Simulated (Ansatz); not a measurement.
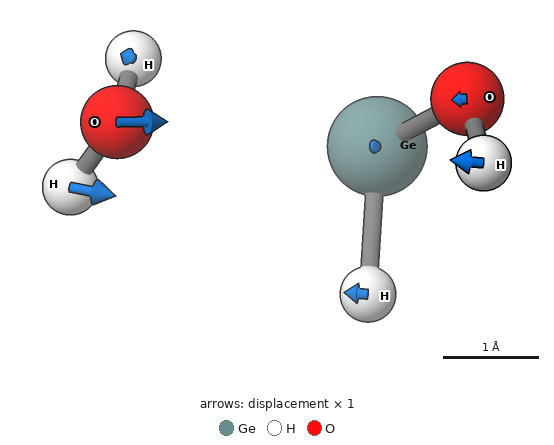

A relaxation of GeH₄O₂. The starting structure is drawn; blue arrows show the displacements, at their true length. The two geometries are superimposed by the best rigid fit.

A ball-and-stick model, seen at a tilt.

The run prepares an end point of a later path (reaction) calculation, from a guessed geometry.

Theory: Ansatz 0.2.0, RKS BHLYP-D4/def2-SVP.

Input
```yaml
crystal:
  periodic: [false, false, false]
  atoms:
    - { symbol: Ge, position_ang: [-0.936001, -0.161685, 0.484626] }
    - { symbol: H, position_ang: [1.63461, 0.081102, 1.450096] }
    - { symbol: O, position_ang: [2.016252, -0.031242, 0.558005] }
    - { symbol: H, position_ang: [2.289154, -0.948174, 0.534317] }
    - { symbol: O, position_ang: [-1.296868, 1.332362, -0.400094] }
    - { symbol: H, position_ang: [-1.247901, 1.279559, -1.353017] }
    - { symbol: H, position_ang: [-0.769947, -1.110923, -0.796533] }
basis:
  gaussian: { orbitals: def2-SVP }
hamiltonian:
  xc: { name: BHLYP }
  dispersion: d4
relax:
  f_tol: 0.03
  max_steps: 50
```

Run as
```bash
ansatz run input.yaml --threads 1 --pin off --max-ram 2048MiB --backend cpu --events-out ev --progress --plain --runs-dir out
```

**Describe the change and its energy.**

The atom that moves furthest after the best rigid fit is O3 (0.58 Å). By element the largest moves are O 0.58 Å, H 0.53 Å, Ge 0.12 Å. Among the contacts that change: Ge1–O3 2.956 → 2.334 Å, H2–O3 0.977 → 0.957 Å, Ge1–O5 1.773 → 1.788 Å, Ge1–H7 1.603 → 1.611 Å. Among the angles between lasting bonds that change: H2–O3–H4 104.1° → 106.8°. The energy falls by 0.255 eV in 10 accepted moves (13 points after the start). The largest force component goes from 0.92 to 0.022 eV/Å. The line search rejected the trial steps at points 6, 7, 12 of the run.

Limits of the set-up: the start holds two separate molecules, 2.8 Å apart at their closest, whose relative position is a soft coordinate.
